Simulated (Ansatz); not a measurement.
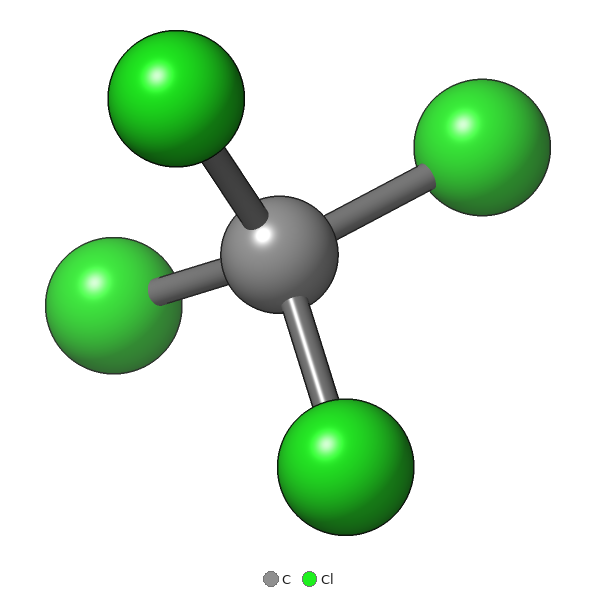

The structure as it stands in the input.

The calculation was set up as follows.

```yaml
crystal:
  periodic: [false, false, false]
  atoms:
    - {symbol: C, position_ang: [0.000000, 0.000000, -0.000000]}
    - {symbol: Cl, position_ang: [1.017783, 1.017783, 1.017783]}
    - {symbol: Cl, position_ang: [-1.017783, -1.017783, 1.017783]}
    - {symbol: Cl, position_ang: [-1.017783, 1.017783, -1.017783]}
    - {symbol: Cl, position_ang: [1.017783, -1.017783, -1.017783]}
basis:
  gaussian: {orbitals: def2-mTZVPP}
hamiltonian: {xc: {name: BLYP}, dispersion: d3bj}
output: {forces: true}
```

It was started with:

```sh
ansatz run in.yaml --threads 2 --pin off --events-out ev --progress --plain --max-ram 32768MiB --backend cpu
```

What the program printed:

```
Functional definition: BLYP
  name "BLYP"
  cite "Becke, Phys. Rev. A 38, 3098 (1988) doi:10.1103/PhysRevA.38.3098"
  cite "Lee, Yang & Parr, Phys. Rev. B 37, 785 (1988) doi:10.1103/PhysRevB.37.785"
  parameter beta = 0.0042
  parameter a = 0.04918
  parameter b = 0.132
  parameter c = 0.2533
  parameter d = 0.349
  exchange = b88_x(beta = beta)
  correlation = lyp_c(a = a, b = b, c = c, d = d)
1232 factors; their error is unknown
mean field evaluation 1: about -51126.5771 eV, gradient 1.9e1 eV
mean field evaluation 2: about -51124.3466 eV, gradient 3.6e1 eV
mean field evaluation 4: about -51127.4207 eV, gradient 8.6e-1 eV
mean field evaluation 8: about -51127.4098 eV, gradient 1.9e-2 eV
mean field -51127.40980595 eV, -1878.8976549656 hartree, gradient 3.6e-5 eV, S^2 0.000000; 0 other end points of the search recorded, 0 dependent functions left out
the calculation of the forces begins
reference -51127.41015385 eV, -1878.8976677505 hartree; 37, 37 occupied and 90, 90 virtual orbitals, 1232 factors
Total energy: -51127.90245378 eV, -1878.9157594395 hartree
Atom 0 at     0.000000     0.000000    -0.000000 Å, force    -0.000000     0.000000    -0.000000 eV/Å
Atom 1 at     1.017783     1.017783     1.017783 Å, force     0.713606     0.713606     0.713606 eV/Å
Atom 2 at    -1.017783    -1.017783     1.017783 Å, force    -0.713606    -0.713606     0.713606 eV/Å
Atom 3 at    -1.017783     1.017783    -1.017783 Å, force    -0.713605     0.713605    -0.713606 eV/Å
Atom 4 at     1.017783    -1.017783    -1.017783 Å, force     0.713605    -0.713605    -0.713606 eV/Å
Dipole moment:    -0.000000     0.000000     0.000000 e Å
```

The calculation finished and met its thresholds.
